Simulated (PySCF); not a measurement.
# C₆H₁₀OSi: magnetic properties

Aim: compute the magnetic properties of C₆H₁₀OSi (`C=C/C=C\C=C/O[SiH3]`).

Programs: PySCF 2.14.0, with routines of our own; each step states its level. All values are computed. Atoms count from 0.

## 1. The starting structure

18 atoms, charge 0, multiplicity 1; geometry from: GFN2-xTB.

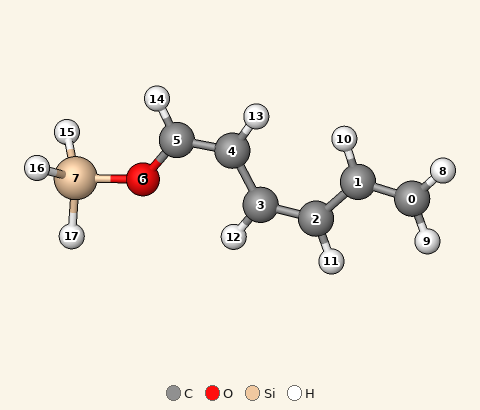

The starting geometry (carbon grey, oxygen red, silicon light orange, hydrogen white).

## 2. Magnetic properties: GIAO B3LYP/pcSseg-1

What the job is given:

```
{"job": {"kind": "mag", "xc": "B3LYP", "basis": "pcSseg-1", "isotopologues": 2}, "charge": 0, "multiplicity": 1}
C      3.998821    -0.942964    -0.344146
C      2.783537    -0.488971    -0.041376
C      1.605970    -0.832059    -0.794204
C      0.348986    -0.414931    -0.550582
C     -0.074181     0.456671     0.509112
C     -1.349108     0.829621     0.689205
O     -2.346418     0.417987    -0.110810
Si    -3.947463     0.706026    -0.122404
H      4.867747    -0.676041     0.232227
H      4.162438    -1.601473    -1.181794
H      2.659814     0.168453     0.807935
H      1.773565    -1.493116    -1.635574
H     -0.446133    -0.752973    -1.202133
H      0.659752     0.838304     1.200622
H     -1.628755     1.490528     1.501618
H     -4.205127     2.139598    -0.276529
H     -4.556041     0.249514     1.129079
H     -4.316166    -0.087859    -1.281885
```

With the program's defaults for keys left out, this is: GIAO B3LYP/pcSseg-1 magnetisability, rotational g tensor and spin-rotation constants, non-relativistic, gas phase.

On the command line:

```sh
OMP_NUM_THREADS=1 python excited_run.py task.json out
```

One launch serves the whole session: the jobs run in the order shown.

Log:

```text
coarse grid: 15432 points
cycle   1  E = -599.1410821970  dE =  1.033e+00  |g| = 7.502e-01  |ddm| = 3.991e+00
cycle   2  E = -599.0013274201  dE =  1.398e-01  |g| = 1.144e+00  |ddm| = 1.847e+00
cycle   3  E = -599.2513639598  dE = -2.500e-01  |g| = 1.350e-01  |ddm| = 1.305e+00
cycle   4  E = -599.2544767272  dE = -3.113e-03  |g| = 5.163e-02  |ddm| = 1.532e-01
cycle   5  E = -599.2550051604  dE = -5.284e-04  |g| = 2.604e-02  |ddm| = 6.783e-02
cycle   6  E = -599.2551764227  dE = -1.713e-04  |g| = 5.379e-03  |ddm| = 2.712e-02
cycle   7  E = -599.2551823976  dE = -5.975e-06  |g| = 2.159e-03  |ddm| = 6.162e-03
final grid: 144104 points
cycle   8  E = -599.3264990727  dE = -3.362e-05  |g| = 6.786e-03  |ddm| = 3.999e-02
cycle   9  E = -599.3264886138  dE =  1.046e-05  |g| = 9.474e-03  |ddm| = 1.303e-02
cycle  10  E = -599.3265098510  dE = -2.124e-05  |g| = 1.714e-03  |ddm| = 8.215e-03
cycle  11  E = -599.3265105903  dE = -7.393e-07  |g| = 1.897e-04  |ddm| = 1.632e-03
cycle  12  E = -599.3265105953  dE = -4.980e-09  |g| = 1.449e-04  |ddm| = 3.529e-04
cycle  13  E = -599.3265106008  dE = -5.489e-09  |g| = 3.927e-05  |ddm| = 1.694e-04
cycle  14  E = -599.3265106011  dE = -3.326e-10  |g| = 7.341e-06  |ddm| = 3.931e-05
converged SCF energy = -599.3265106011

Magnetisability tensor (1e-30 J/T^2)
    -1151.47      -13.04       36.55
      -13.04    -1207.43      209.25
       36.55      209.25    -1077.55
isotropic -1145.48   principal values   -1366.43  -1148.69   -921.33
isotropic susceptibility -68.983 1e-6 cm^3/mol

Inertial axes            a          b          c
rot. const./GHz     10.0455     0.5072     0.4854
chi total           -69.104    -55.556    -82.288
chi diamagnetic    -252.287  -2469.106  -2587.877
chi paramagnetic    183.183   2413.550   2505.589
quadrupole/D A        7.556      2.515    -10.071
g nuclear            0.7090     0.5647     0.5693
g electronic        -0.8645    -0.5750    -0.5714
g total             -0.1555    -0.0104    -0.0021

Spin-rotation constants (kHz, H = +C I.J)
atom  isotope        aa         bb         cc
  8     1H       -0.066     -0.003     -0.056
  9     1H       -0.787      0.037     -0.058
 10     1H       -0.813      0.050     -0.056
 11     1H       -0.831      0.045     -0.057
 12     1H       -0.228      0.018     -0.054
 13     1H       -0.350      0.020     -0.060
 14     1H       -0.662      0.031     -0.054
 15     1H       -0.716     -0.031      0.001
 16     1H       -0.719     -0.031      0.002
 17     1H       -0.973      0.029     -0.044
  0    13C*       3.286      0.226      0.071
  1    13C*       3.654      0.261      0.063
  2    13C*       3.455      0.238      0.081
  3    13C*       3.757      0.236      0.061
  4    13C*       3.276      0.218      0.068
  5    13C*       3.324      0.244      0.107
  6    17O*      -2.396     -0.068     -0.010
  7   29Si*      -5.309     -0.312     -0.311
* in the singly substituted isotopologue

Isotopologues: g along a, b, c
2H    at 8,9,10,11,12,1    -0.1100    -0.0092    -0.0019
13C   at 0                 -0.1555    -0.0101    -0.0021
```

Run time: 42 s. Hardware: 1 thread of Intel Xeon 6975P-C, shared host; peak memory 0.85 GiB.

Key values:

| quantity | value |
| --- | --- |
| magnetisability | -1145·10⁻³⁰ J/T² |
| molar susceptibility | -69.0·10⁻⁶ cm³/mol |
| rotational g (a, b, c) | -0.1555, -0.0104, -0.0021 |

The fields below are evaluated on a grid from the run's orbitals.

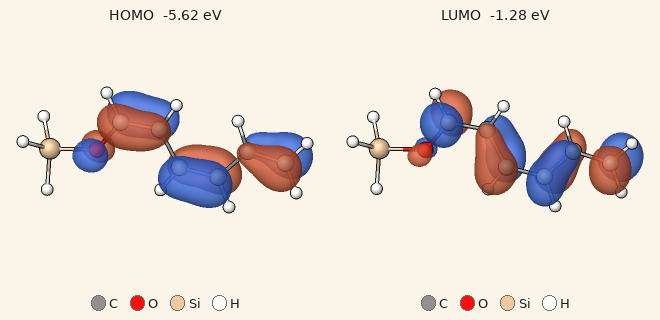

B3LYP/pcSseg-1 orbitals near the gap, drawn at the value that encloses 70 % of each; the two colours are the two signs.

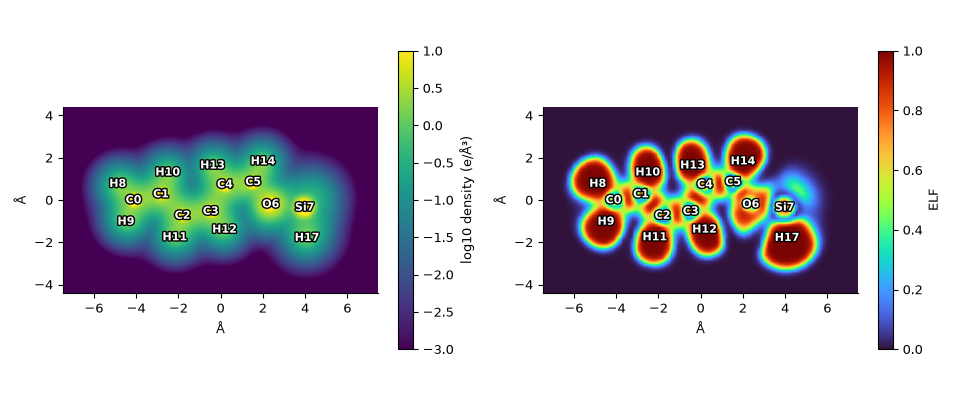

Density (left) and ELF (right) in a plane through or near 16 of the atoms.

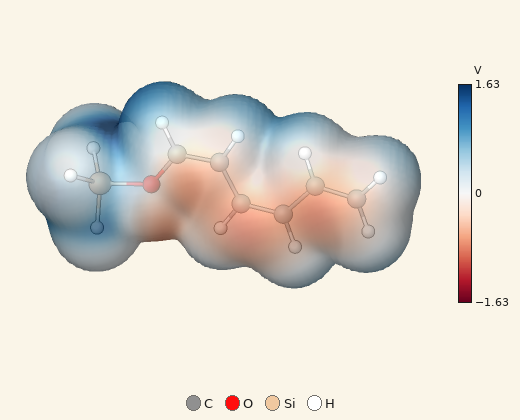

The potential that a unit positive charge feels on the 0.002 e/bohr³ surface, from the 1st to the 99th percentile, from -0.78 V near C3 to 1.63 V near H14.

## 3. Magnetic properties: common gauge origin KT2/cc-pVDZ in chloroform

Settings changed since step 2:

```diff
@@ -1,2 +1,2 @@
-{"job": {"kind": "mag", "xc": "B3LYP", "basis": "pcSseg-1", "isotopologues": 2}, "charge": 0, "multiplicity": 1}
+{"job": {"kind": "mag", "xc": "KT2", "basis": "cc-pVDZ", "gauge": [0, 0, 0], "solvent": "chloroform"}, "charge": 0, "multiplicity": 1}
 C      3.998821    -0.942964    -0.344146
```

With the program's defaults for keys left out, this is: common gauge origin KT2/cc-pVDZ magnetisability, non-relativistic, IEF-PCM chloroform.

Log:

```text
coarse grid: 15432 points
cycle   1  E = -606.9442253638  dE =  9.928e-01  |g| = 7.880e-01  |ddm| = 8.549e+00
cycle   2  E = -606.6163983549  dE =  3.278e-01  |g| = 1.479e+00  |ddm| = 3.651e+00
cycle   3  E = -607.0721972694  dE = -4.558e-01  |g| = 2.286e-01  |ddm| = 2.411e+00
cycle   4  E = -607.0824387576  dE = -1.024e-02  |g| = 1.012e-01  |ddm| = 5.096e-01
cycle   5  E = -607.0847740525  dE = -2.335e-03  |g| = 4.996e-02  |ddm| = 2.323e-01
cycle   6  E = -607.0854893287  dE = -7.153e-04  |g| = 1.092e-02  |ddm| = 9.410e-02
cycle   7  E = -607.0855151661  dE = -2.584e-05  |g| = 5.236e-03  |ddm| = 2.297e-02
cycle   8  E = -607.0855228257  dE = -7.660e-06  |g| = 9.101e-04  |ddm| = 8.820e-03
final grid: 144104 points
cycle   9  E = -607.1311661158  dE = -1.056e-04  |g| = 8.383e-03  |ddm| = 1.356e-01
cycle  10  E = -607.1311372178  dE =  2.890e-05  |g| = 1.344e-02  |ddm| = 4.163e-02
cycle  11  E = -607.1311812247  dE = -4.401e-05  |g| = 3.672e-03  |ddm| = 2.648e-02
cycle  12  E = -607.1311853035  dE = -4.079e-06  |g| = 4.242e-04  |ddm| = 6.585e-03
cycle  13  E = -607.1311853375  dE = -3.398e-08  |g| = 2.397e-04  |ddm| = 9.856e-04
cycle  14  E = -607.1311853528  dE = -1.537e-08  |g| = 4.894e-05  |ddm| = 4.065e-04
cycle  15  E = -607.1311853533  dE = -5.100e-10  |g| = 2.728e-05  |ddm| = 1.101e-04
converged SCF energy = -607.1311853533

Magnetisability tensor (1e-30 J/T^2)
    -2529.66    -3265.18     -817.95
    -3265.18   -16835.69     -931.15
     -817.95     -931.15   -18198.75
isotropic -12521.37   principal values  -19017.63 -16748.97  -1797.50
isotropic susceptibility -754.054 1e-6 cm^3/mol

Inertial axes            a          b          c
rot. const./GHz     10.0455     0.5072     0.4854
chi total          -108.419  -1145.098  -1008.646
chi diamagnetic    -249.271  -2465.588  -2584.130
chi paramagnetic    140.852   1320.490   1575.483
quadrupole/D A        8.254      2.361    -10.615
```

Run time: 12 s. Hardware: 1 thread of Intel Xeon 6975P-C, shared host; peak memory 0.69 GiB.

It converged, yet the result is unsound: a common gauge origin replaces GIAOs, so the magnetic properties depend on where the origin lies.

## 4. Outcome

| quantity | value |
| --- | --- |
| magnetisability (step 2, GIAO B3LYP/pcSseg-1) | -1145·10⁻³⁰ J/T² |
| molar susceptibility (step 2, GIAO B3LYP/pcSseg-1) | -69.0·10⁻⁶ cm³/mol |
| rotational g (a, b, c) (step 2, GIAO B3LYP/pcSseg-1) | -0.1555, -0.0104, -0.0021 |
| surface potential, 1st and 99th percentile | -0.78 V and 1.63 V |
| runs | 0 failed, 1 ended on unsound input |

What this shows: At B3LYP/pcSseg-1, counted by nearest atom on the grid, the HOMO lies on C0, C2, C5 about 16 % each; C3, C4 about 12 % each, the LUMO on 4 C atoms about 16 % each; C1 8 %. Vibrational averaging and real surroundings are missing from these values.
